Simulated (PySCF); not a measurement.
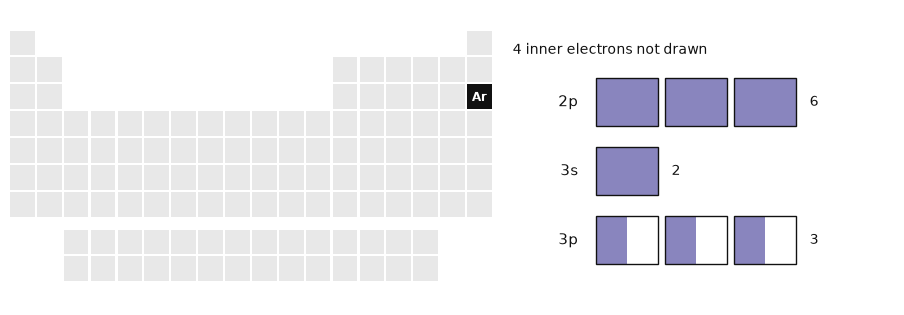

Left, the place of argon in the periodic table; right, the outer shells of the nominal configuration: a box for each of the 2l + 1 orbitals, shaded by the share of the shell that is filled, with the electron count at the right.

## Run report: Ar³⁺, atomic calculation

System: Ar³⁺, configuration 1s2 2s2 2p6 3s2 3p3, multiplicity 4.
Method: unrestricted HF, dyall-av3z, non-relativistic, point nucleus (PySCF).

## Key numbers

- outcome: converged
- total energy: −523.865487 hartree
- kinetic energy: 523.865314 hartree
- −E/T (1 by the virial theorem at the basis-set limit): 1.0000
- ⟨S²⟩: 3.751
- static polarisability: 3.68 bohr³
- C₆ of the like pair: 10.0 hartree bohr⁶
- SCF iterations: 1
- hardware: 1 CPU thread, shared host
- CPU time: 4.2 s (integrals apart)

## Input file
```python
from pyscf import gto, scf, dft, mp, cc
import basis_set_exchange as bse
mol = gto.M(atom="Ar 0 0 0", charge=3, spin=3, symmetry="D2h",
            basis=gto.basis.parse(bse.get_basis("dyall-av3z", elements=["Ar"], fmt="nwchem")))
mf = scf.UHF(mol)
mf.irrep_nelec = {'Ag': (3, 3), 'B1u': (2, 1), 'B2u': (2, 1), 'B3u': (2, 1)}
mf.kernel()
```

The script is an equivalent of what the driver set up; the driver started from orbitals of its own, so the log can be shorter than this script's would be, and it computed the properties (radii, ⟨L²⟩, response) afterwards. It held the occupations shell by shell, which the script's counts by irreducible representation don't always enforce.

## The program's output (extracts)
```
damping factor = 0
level_shift factor = 0
DIIS = <class 'pyscf.scf.diis.CDIIS'>
diis_start_cycle = 1
diis_space = 10
diis_damp = 0
SCF conv_tol = 1e-09
SCF conv_tol_grad = None
number electrons alpha = 9  beta = 6
cycle= 1 E= -523.865487459849  delta_E= -2.14e-10  |g|= 5.4e-06  |ddm|= 2.76e-05
converged SCF energy = -523.865487459849  <S^2> = 3.7508273  2S+1 = 4.0004136
```

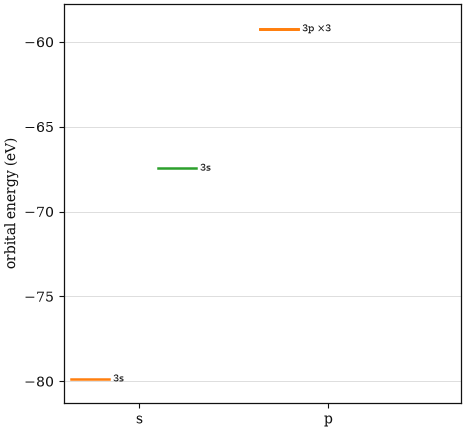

Orbital energies of the mean field, from the top down to −79.8 eV, by angular momentum, α spin at the left of each column and β at the right; ×n counts the orbitals under one label. The highest filled orbital is 3p α at −59.2 eV, the lowest empty one p β at −38.4 eV.

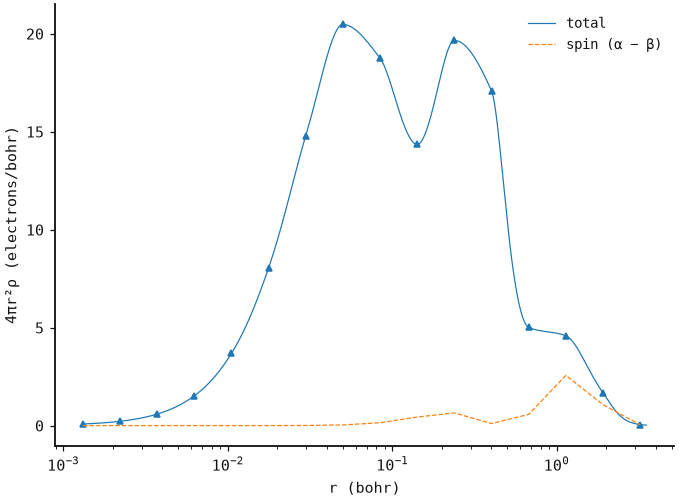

Spherically averaged radial density 4πr²ρ of the mean field and its spin part; markers are the stored points, which are sparse, and the line is a monotone interpolation between them. The largest stored value is 20.5 electrons/bohr at r = 0.050 bohr. Root-mean-square radii of the shells: 1s 0.0998, 2p 0.417, 2s 0.447, 3s 1.40, 3p 1.50 bohr.
